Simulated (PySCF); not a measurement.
```yaml
atoms:
  - { symbol: O, position_ang: [2.2619, 1.3512, 0.8753] }
  - { symbol: C, position_ang: [1.8752, 0.4356, 0.2057] }
  - { symbol: O, position_ang: [2.6634, -0.4537, -0.3950] }
  - { symbol: C, position_ang: [0.4767, 0.1589, -0.0533] }
  - { symbol: C, position_ang: [-0.7005, -0.0128, -0.2340] }
  - { symbol: C, position_ang: [-2.0993, -0.2347, -0.4510] }
  - { symbol: Cl, position_ang: [-2.9160, 1.3208, -0.7680] }
  - { symbol: Cl, position_ang: [-2.3441, -1.3206, -1.8453] }
  - { symbol: Cl, position_ang: [-2.8059, -0.9835, 1.0080] }
  - { symbol: H, position_ang: [3.5975, -0.2565, -0.2179] }
```

Geometry: GFN2-xTB.

Theory: PySCF, PBE0/pcSseg-1, SCF density, gas phase, non-relativistic.

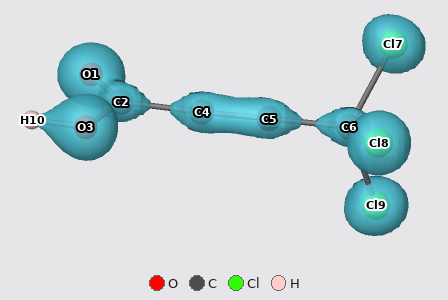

C4HCl3O2 (SMILES O=C(O)C#CC(Cl)(Cl)Cl). Isosurface of the total electron density at 2 e/Å³ (cyan), seen at an oblique angle.

### Which contacts does the surface bridge?

At this value the surface falls into six separate pieces. It bridges the sampled C–O (1.20 Å), C–C (1.20 Å) and O–H (0.97 Å) contacts, where the density stays above the isovalue. It is pinched off along the sampled C–Cl (1.78 Å) contacts. On the grid the lowest density along these lines, outside the cores, is 3 e/Å³ (C–O, 1.20 Å), 2.7 e/Å³ (C–C, 1.20 Å), 1.3 e/Å³ (C–Cl, 1.78 Å) and 2.4 e/Å³ (O–H, 0.97 Å).
